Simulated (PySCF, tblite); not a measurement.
# C₆H₉ClSi: geometry, infrared bands and NMR shifts

What infrared bands and NMR shifts should C₆H₉ClSi (`C=C1[SiH2][C@@H]1C1(Cl)CC1`) show?

Programs: tblite 0.8.0 and PySCF 2.14.0, with density-fitted response routines of our own. Each step states its level of theory. These are calculated values for one molecule in the gas phase, unless marked as measured. Atoms count from 0, in the outputs and in this text.

**1. The molecule as given**

17 atoms, charge 0, multiplicity 1; geometry from: force field or distance geometry start.

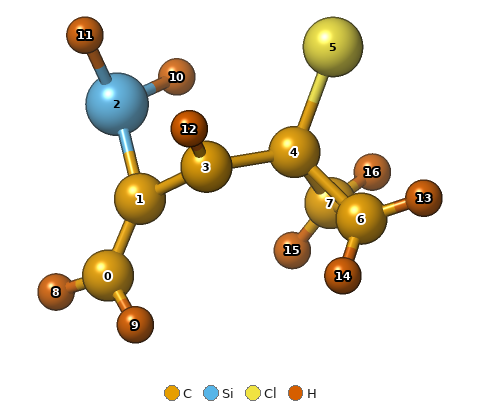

The starting geometry (carbon amber, silicon blue, chlorine yellow, hydrogen orange), atoms numbered; sticks join atoms by distance.

**2. Optimising the geometry with GFN2-xTB**

The job: settings as JSON, then the geometry in Å.

```
{"job": {"kind": "relax", "xc": "GFN2-xTB", "basis": "xTB"}, "charge": 0, "multiplicity": 1}
C      1.989700    -0.442700    -1.417100
C      1.426300    -0.455600    -0.213900
Si     1.322100    -1.599300     1.075300
C      0.712900     0.556300     0.471500
C     -0.834600     0.532800     0.555200
Cl    -1.502900     0.543000     2.218900
C     -1.612700     1.421900    -0.418200
C     -1.726800    -0.064600    -0.507300
H      2.521200    -1.293700    -1.826200
H      1.904900     0.445900    -2.035800
H     -0.009500    -2.252800     1.247000
H      2.014500    -1.304100     2.345900
H      1.245400     1.084200     1.267700
H     -2.458700     1.975100    -0.041000
H     -1.059100     1.942900    -1.185700
H     -1.277700    -0.552800    -1.352900
H     -2.662000    -0.524500    -0.193300
```

Started as:

```console
OMP_NUM_THREADS=1 python probes_run.py task.json out
```

The driver reads the jobs from task.json and runs them one after another.

The program printed:

```text
step      E/eV     max force
  0    -640.86903    5.286
  1    -641.20804    4.254
  2    -641.32627    1.891
  3    -641.39293    1.071
  4    -641.49218    1.101
  5    -641.65174    2.594
  6    -641.56499    3.589
  7    -641.82303    1.794
  8    -641.90772    1.406
  9    -642.01588    1.882
 10    -642.07244    0.583
 11    -642.09707    0.506
 12    -642.14843    0.368
 13    -642.15730    0.304
 14    -642.18669    0.291
 15    -642.19486    0.347
 16    -642.20892    0.290
 17    -642.21880    0.292
 18    -642.22837    0.288
 19    -642.23502    0.254
 20    -642.24078    0.172
 21    -642.24528    0.193
 22    -642.24891    0.136
 23    -642.25163    0.138
 24    -642.25396    0.137
 25    -642.25681    0.161
 26    -642.26129    0.223
 27    -642.26793    0.228
 28    -642.27533    0.235
 29    -642.28109    0.219
 30    -642.28490    0.186
 31    -642.28823    0.162
 32    -642.29236    0.206
 33    -642.29602    0.171
 34    -642.29814    0.102
 35    -642.29942    0.093
 36    -642.30072    0.093
 37    -642.30225    0.113
 38    -642.30375    0.094
 39    -642.30497    0.087
 40    -642.30593    0.074
 41    -642.30683    0.075
 42    -642.30776    0.080
 43    -642.30871    0.079
 44    -642.30968    0.071
 45    -642.31064    0.071
 46    -642.31153    0.071
 47    -642.31242    0.072
 48    -642.31336    0.066
 49    -642.31429    0.070
 50    -642.31504    0.052
 51    -642.31559    0.055
 52    -642.31614    0.063
 53    -642.31685    0.078
 54    -642.31770    0.088
 55    -642.31845    0.059
 56    -642.31901    0.053
 57    -642.31949    0.052
 58    -642.32005    0.071
 59    -642.32063    0.061
 60    -642.32105    0.048
 61    -642.32131    0.041
 62    -642.32154    0.038
 63    -642.32177    0.038
 64    -642.32196    0.031
 65    -642.32209    0.026
 66    -642.32218    0.025
 67    -642.32226    0.021
 68    -642.32234    0.022
 69    -642.32244    0.020
 70    -642.32251    0.018
 71    -642.32256    0.017
 72    -642.32258    0.015
 73    -642.32261    0.015
 74    -642.32263    0.017
 75    -642.32266    0.018
 76    -642.32270    0.015
 77    -642.32272    0.015
 78    -642.32274    0.013
 79    -642.32276    0.015
 80    -642.32279    0.015
 81    -642.32282    0.010
 82    -642.32283    0.012
 83    -642.32285    0.012
 84    -642.32287    0.013
 85    -642.32290    0.016
 86    -642.32294    0.014
 87    -642.32296    0.011
 88    -642.32298    0.014
 89    -642.32301    0.017
 90    -642.32305    0.020
 91    -642.32312    0.021
 92    -642.32319    0.020
 93    -642.32324    0.014
 94    -642.32327    0.014
 95    -642.32330    0.012
 96    -642.32333    0.017
 97    -642.32336    0.014
 98    -642.32338    0.011
 99    -642.32340    0.012
100    -642.32343    0.014
101    -642.32346    0.016
102    -642.32349    0.011
103    -642.32350    0.010
104    -642.32352    0.010
105    -642.32355    0.014
106    -642.32358    0.016
107    -642.32362    0.013
108    -642.32366    0.016
109    -642.32371    0.018
110    -642.32380    0.030
111    -642.32391    0.040
112    -642.32401    0.027
113    -642.32405    0.014
114    -642.32407    0.013
115    -642.32409    0.011
116    -642.32414    0.023
117    -642.32422    0.032
118    -642.32431    0.029
119    -642.32435    0.010
120    -642.32437    0.009
```

Wall time 1.7 s (1 thread of Arm Neoverse N1, shared host); peak memory 0.18 GiB.

Step by step: (not every step is listed) (the energy doesn't fall at every step)

```
step  energy from step 0 (eV)  largest force (eV/Å)
   0                   0.0000                5.2859
   1                  -0.3390                4.2545
   2                  -0.4572                1.8910
   3                  -0.5239                1.0706
   4                  -0.6232                1.1012
   5                  -0.7827                2.5945
   6                  -0.6960                3.5887
   7                  -0.9540                1.7937
   8                  -1.0387                1.4064
  18                  -1.3593                0.2881
  28                  -1.4063                0.2346
  38                  -1.4347                0.0942
  48                  -1.4443                0.0663
  58                  -1.4510                0.0709
  68                  -1.4533                0.0217
  78                  -1.4537                0.0130
  88                  -1.4540                0.0136
  98                  -1.4544                0.0106
 108                  -1.4546                0.0163
 115                  -1.4551                0.0110
 116                  -1.4551                0.0230
 117                  -1.4552                0.0324
 118                  -1.4553                0.0293
 119                  -1.4553                0.0103
 120                  -1.4553                0.0087
```

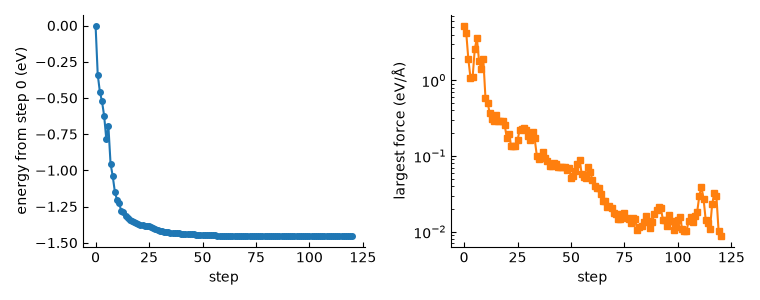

Energy and largest force along the relaxation.

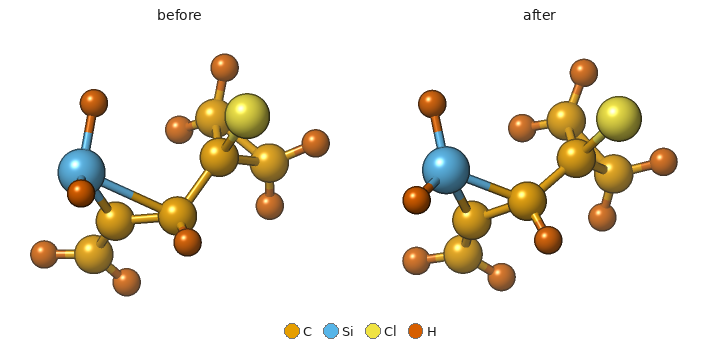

Before and after, at one scale.

Close pairs (by a distance rule), those that changed most:

```
   bond  before (Å)  after (Å)  change (Å)
 Si2–C3       2.320      1.914      -0.406
 C1–Si2       1.727      1.858      +0.132
  C1–C3       1.415      1.510      +0.095
  C3–C4       1.550      1.489      -0.061
Si2–H10       1.493      1.450      -0.043
  C4–C6       1.531      1.498      -0.033
Si2–H11       1.477      1.451      -0.026
  C4–C7       1.511      1.494      -0.017
```

The end geometry stands in the next job.

**3. Infrared spectrum with GFN2-xTB**

The job: settings as JSON, then the geometry in Å.

```
{"job": {"kind": "ir", "xc": "GFN2-xTB", "basis": "xTB"}, "charge": 0, "multiplicity": 1}
C      1.747764    -0.228174    -1.455933
C      1.343459    -0.463084    -0.227507
Si     1.176856    -1.481082     1.318205
C      0.566804     0.268903     0.841123
C     -0.875058     0.559700     0.609657
Cl    -1.732409     0.836189     2.143569
C     -1.368118     1.353712    -0.560973
C     -1.667970    -0.116294    -0.460920
H      2.324337    -0.950665    -2.012897
H      1.530297     0.696949    -1.973070
H      0.192387    -2.545862     1.334203
H      2.306020    -1.575524     2.224120
H      1.086526     1.129914     1.257319
H     -2.176312     2.051730    -0.404773
H     -0.638122     1.680169    -1.285535
H     -1.141739    -0.792870    -1.117834
H     -2.681718    -0.411681    -0.238664
```

The program printed:

```text
mode    cm-1     km/mol
  1      35.0      0.71
  2     104.7      1.17
  3     152.8      0.31
  4     212.3      1.85
  5     236.5      1.08
  6     275.3      4.24
  7     301.8      1.03
  8     368.6      8.68
  9     400.2      1.27
 10     446.3     13.33
 11     482.9     66.28
 12     541.9    143.15
 13     566.1      5.26
 14     653.8     28.94
 15     691.2      4.70
 16     713.5     31.74
 17     749.0    167.32
 18     792.6      0.20
 19     837.7     12.89
 20     900.0     14.87
 21     906.2     10.23
 22     950.1     36.57
 23     972.9      8.32
 24     995.0      1.43
 25    1032.9      7.25
 26    1063.2      1.52
 27    1072.5     13.58
 28    1083.4     20.07
 29    1140.9      0.16
 30    1152.6     26.73
 31    1241.8     28.36
 32    1362.4      5.75
 33    1415.1      1.38
 34    1424.8      2.51
 35    1470.9     16.46
 36    1760.9      7.05
 37    2366.7    235.04
 38    2373.6    296.90
 39    2972.7     25.03
 40    3035.1     45.82
 41    3078.0     42.38
 42    3084.2      6.50
 43    3090.4     12.86
 44    3096.2      0.47
 45    3111.1     32.92
```

It took 1.2 s on 1 thread of Arm Neoverse N1, shared host; peak memory 0.18 GiB.

Which atoms move in the most intense modes:

```
cm⁻¹  km/mol                                atoms
 483    66.3          C1 30 %, H10 22 %, H11 22 %
 542   143.2                   H10 48 %, H11 41 %
 749   167.3         Si2 35 %, H11 17 %, H10 17 %
 950    36.6  H12 20 %, C3 16 %, C4 15 %, C6 12 %
2367   235.0                             H11 94 %
2374   296.9                             H10 94 %
3035    45.8                              H9 92 %
3078    42.4                              H8 91 %
```

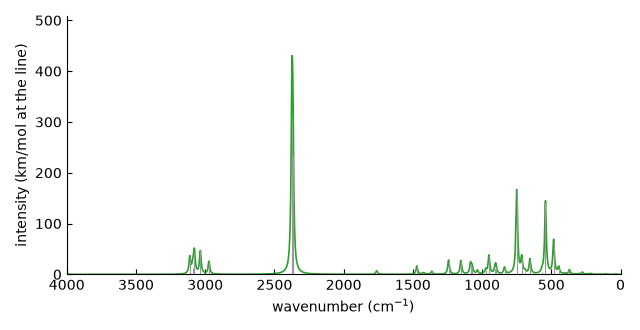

The infrared spectrum from these modes, unscaled. Lines are broadened to a width of 14 cm⁻¹ (Lorentzian).

**4. Nuclear shieldings: PBE0/pcSseg-1**

Settings changed since step 3:

```diff
@@ -1,2 +1,2 @@
-{"job": {"kind": "ir", "xc": "GFN2-xTB", "basis": "xTB"}, "charge": 0, "multiplicity": 1}
+{"job": {"kind": "nmr", "xc": "PBE0", "basis": "pcSseg-1"}, "charge": 0, "multiplicity": 1}
 C      1.747764    -0.228174    -1.455933
```

With the program's defaults for keys left out, this is: GIAO PBE0/pcSseg-1 NMR shielding, non-relativistic, gas phase.

The program printed:

```text
coarse grid: 15344 points
cycle   1  E = -982.9217586661  dE =  1.181e+00  |g| = 4.304e-01  |ddm| = 3.947e+00
cycle   2  E = -982.8997334235  dE =  2.203e-02  |g| = 5.275e-01  |ddm| = 9.949e-01
cycle   3  E = -982.9727443748  dE = -7.301e-02  |g| = 7.719e-02  |ddm| = 6.386e-01
cycle   4  E = -982.9739034834  dE = -1.159e-03  |g| = 4.137e-02  |ddm| = 1.306e-01
cycle   5  E = -982.9742769958  dE = -3.735e-04  |g| = 1.395e-02  |ddm| = 4.659e-02
cycle   6  E = -982.9743303385  dE = -5.334e-05  |g| = 2.233e-03  |ddm| = 2.015e-02
cycle   7  E = -982.9743312667  dE = -9.283e-07  |g| = 8.063e-04  |ddm| = 3.403e-03
final grid: 139272 points
cycle   8  E = -983.0216999502  dE = -4.259e-05  |g| = 8.242e-03  |ddm| = 3.850e-02
cycle   9  E = -983.0216843490  dE =  1.560e-05  |g| = 1.103e-02  |ddm| = 2.129e-02
cycle  10  E = -983.0217166233  dE = -3.227e-05  |g| = 1.760e-03  |ddm| = 1.440e-02
cycle  11  E = -983.0217172806  dE = -6.573e-07  |g| = 5.134e-04  |ddm| = 2.259e-03
cycle  12  E = -983.0217173442  dE = -6.358e-08  |g| = 1.259e-04  |ddm| = 5.768e-04
cycle  13  E = -983.0217173480  dE = -3.836e-09  |g| = 4.303e-05  |ddm| = 1.665e-04
cycle  14  E = -983.0217173484  dE = -4.129e-10  |g| = 1.091e-05  |ddm| = 4.521e-05
converged SCF energy = -983.0217173484

GIAO shielding tensors (ppm)
atom      isotropic    diamagn.    paramagn.     s11        s22        s33       span
  0 C       53.421     255.684    -202.264    -59.594     58.581    161.275    220.869
  1 C       36.108     260.655    -224.547    -53.244    -20.597    182.165    235.409
  2 Si     489.720     881.429    -391.709    379.359    428.134    661.668    282.309
  3 C      159.605     248.916     -89.311    124.573    147.354    206.887     82.314
  4 C      137.786     245.603    -107.818     98.360    112.941    202.056    103.696
  5 Cl     718.066    1146.887    -428.820    416.655    653.947   1083.597    666.941
  6 C      168.390     253.604     -85.213    129.187    176.195    199.788     70.601
  7 C      172.854     251.512     -78.658    137.903    176.433    204.228     66.325
  8 H       25.258      28.429      -3.170     22.852     23.508     29.416      6.564
  9 H       25.180      31.891      -6.711     21.410     23.466     30.665      9.255
 10 H       28.452      30.375      -1.923     23.616     27.529     34.212     10.597
 11 H       28.462      29.658      -1.196     23.760     25.284     36.343     12.583
 12 H       29.278      30.693      -1.415     23.898     27.490     36.446     12.548
 13 H       30.543      31.290      -0.747     24.310     28.102     39.217     14.907
 14 H       30.978      32.836      -1.857     24.466     29.218     39.251     14.785
 15 H       30.781      32.393      -1.612     23.994     30.378     37.971     13.977
 16 H       31.039      31.030       0.009     25.395     27.878     39.845     14.450
```

It took 78 s on 1 thread of Arm Neoverse N1, shared host; peak memory 0.86 GiB.

Shifts follow as δ = σ(reference) − σ, with reference shieldings (ppm) from runs at the same level and on the same kind of geometry: 1H TMS 31.72, 13C TMS 186.9, 29Si TMS 349.2, 35Cl HCl 950. The references are single molecules in the gas phase.

```
atoms                                                environment  σ (ppm)  δ (ppm)  δ scaled to CDCl3
   C1                            fully substituted alkene carbon     36.1    150.8              145.3
   C0                                       terminal =CH2 carbon     53.4    133.5              128.4
   C4               three-membered-ring carbon bearing a halogen    137.8     49.1               46.0
   C3                                 three-membered-ring carbon    159.6     27.3               24.7
   C6                                 three-membered-ring carbon    168.4     18.5               16.2
   C7                                 three-membered-ring carbon    172.9     14.1               11.8
   H9                         hydrogen on a terminal =CH2 carbon    25.18     6.54               6.27
   H8                         hydrogen on a terminal =CH2 carbon    25.26     6.46               6.19
  H10  hydrogen on a silicon bonded to 2 C, in a 3-membered ring    28.45     3.26                  –
  H11  hydrogen on a silicon bonded to 2 C, in a 3-membered ring    28.46     3.25                  –
  H12                   hydrogen on a three-membered-ring carbon    29.28     2.44               2.40
  H13                   hydrogen on a three-membered-ring carbon    30.54     1.17               1.21
  H15                   hydrogen on a three-membered-ring carbon    30.78     0.94               0.99
  H14                   hydrogen on a three-membered-ring carbon    30.98     0.74               0.80
  H16                   hydrogen on a three-membered-ring carbon    31.04     0.68               0.74
  Si2           silicon bonded to 2 C, 2 H, in a 3-membered ring    489.7   -140.6                  –
  Cl5                                       chlorine bonded to C      718      232                  –
```

The scaled column applies a straight-line fit of computed shieldings to shifts measured in CDCl3, with any fitted terms for Cl, Br or S neighbours (root-mean-square error 0.16 ppm for H, 1.9 ppm for C).

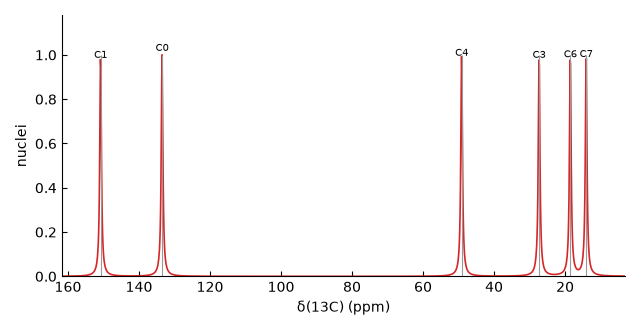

13C lines at the computed shifts, without couplings. Lines are broadened to a width of 0.55 ppm (Lorentzian).

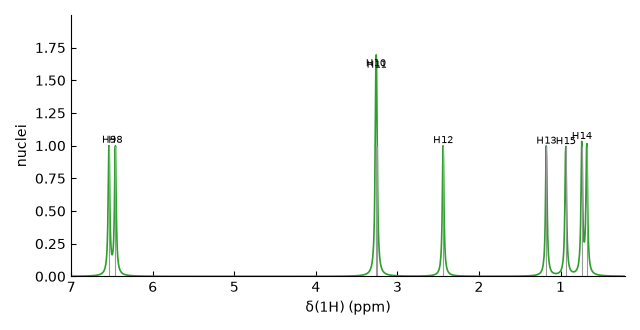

1H lines at the computed shifts, without couplings. Lines are broadened to a width of 0.02 ppm (Lorentzian).

The run also stored atomic charges by several schemes (e):

```
atoms  Mulliken    IAO  Hirshfeld  ESP fit
   C0     -0.06  -0.29      -0.08    -0.37
   C1     -0.42  -0.24      -0.09    -0.03
  Si2      0.58   0.64       0.31     0.17
   C3     -0.25  -0.37      -0.12    -0.30
   C4     -0.37   0.03       0.03     0.04
  Cl5     -0.09  -0.11      -0.07    -0.13
   C6     -0.11  -0.29      -0.09    -0.20
   C7     -0.13  -0.30      -0.10    -0.36
```

ESP fit charges:

C0 -0.37; C1 -0.03; Si2 0.17; C3 -0.30; C4 0.04; Cl5 -0.13; C6 -0.20; C7 -0.36; H8 0.16; H9 0.19; H10 0.02; H11 0.00; H12 0.19; H13 0.13; H14 0.14; H15 0.17; H16 0.18

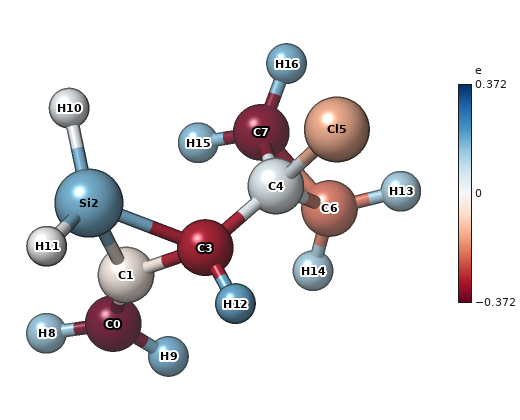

ESP fit charges, as colours on the atoms.

Mayer bond orders: C0–C1 1.96, C1–Si2 0.92, Si2–C3 0.88, C3–C4 1.01, C4–Cl5 1.04, C4–C6 0.92, C6–C7 0.96, C3–C1 0.85, C7–C4 0.93.

Ring of atoms C1, Si2, C3: NICS(0) -15.9, NICS(1) -7.5, NICS(1)zz -13.9 ppm (means of both faces).

In rings of three or four atoms NICS is ruled by the nearby σ bonds, so it says little on aromaticity.

Ring of atoms C4, C6, C7: NICS(0) -42.1, NICS(1) -8.5, NICS(1)zz -21.9 ppm (means of both faces).

The two faces differ (NICS(1)zz -24.5 and -19.3 ppm).

In rings of three or four atoms NICS is ruled by the nearby σ bonds, so it says little on aromaticity.

The fields below are evaluated on a grid from the run's orbitals.

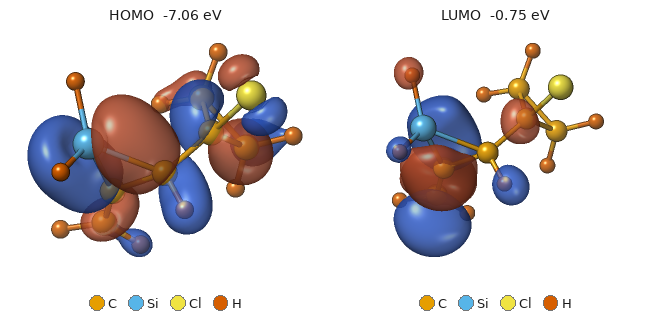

PBE0/pcSseg-1 orbitals near the gap, drawn at the value that encloses 70 % of each; the two colours are the two signs.

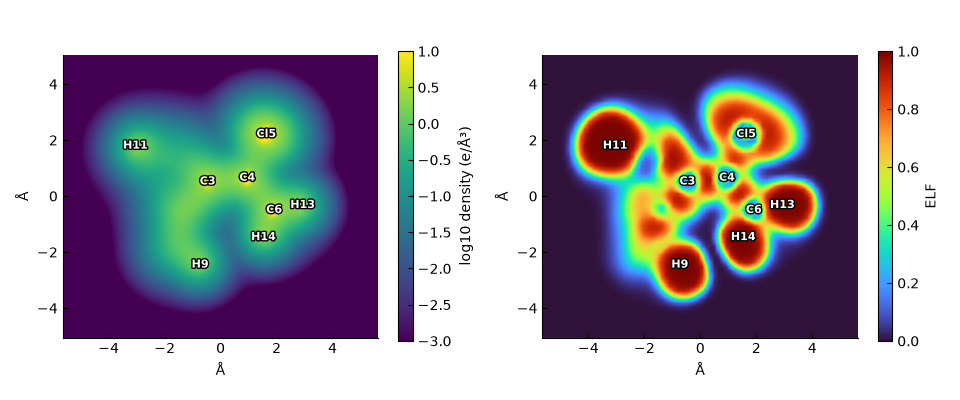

Density (left) and ELF (right) in a plane through or near 8 of the atoms.

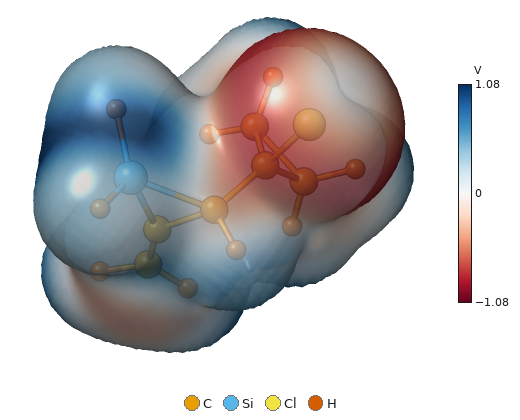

Electrostatic potential on the surface of density 0.002 e/bohr³; red is low, blue high. It runs from -0.82 V near Cl5 to 1.08 V near H11.

**5. Outcome**

```
                                 quantity                                                     value
strongest single infrared mode (GFN2-xTB)                                     2374 cm⁻¹, 297 km/mol
             zero-point energy (GFN2-xTB)                                             78.2 kcal/mol
   13C shifts against TMS (PBE0/pcSseg-1)                  150.8, 133.5, 49.1, 27.3, 18.5, 14.1 ppm
    1H shifts against TMS (PBE0/pcSseg-1)  6.54, 6.46, 3.26, 3.25, 2.44, 1.17, 0.94, 0.74, 0.68 ppm
  29Si shifts against TMS (PBE0/pcSseg-1)                                                -140.6 ppm
  35Cl shifts against HCl (PBE0/pcSseg-1)                                                   232 ppm
    surface potential, least and greatest                                        -0.82 V and 1.08 V
```

What this shows: Relaxing lowered the energy by 1.455 eV in 120 steps; the close pair that moved most is Si2–C3, from 2.320 to 1.914 Å. All 45 modes are real, so the xTB geometry is a minimum. The strongest single mode, at 2374 cm⁻¹, moves mainly H10. GFN2-xTB is a fitted tight-binding method: band positions and strengths are rough. Its intensities can rank the bands wrongly. The most deshielded carbon is C1 (fully substituted alkene carbon), at 150.8 ppm: as expected for a trigonal carbon in a double bond. At PBE0/pcSseg-1: Shielding is most anisotropic at Cl5 (span 667 ppm, paramagnetic term -429 ppm). At PBE0/pcSseg-1, counted by nearest atom on the grid, the HOMO lies on Si2 21 %; C3 18 %, the LUMO on C0, C1 about 26 % each; H8, H9 about 8 % each.
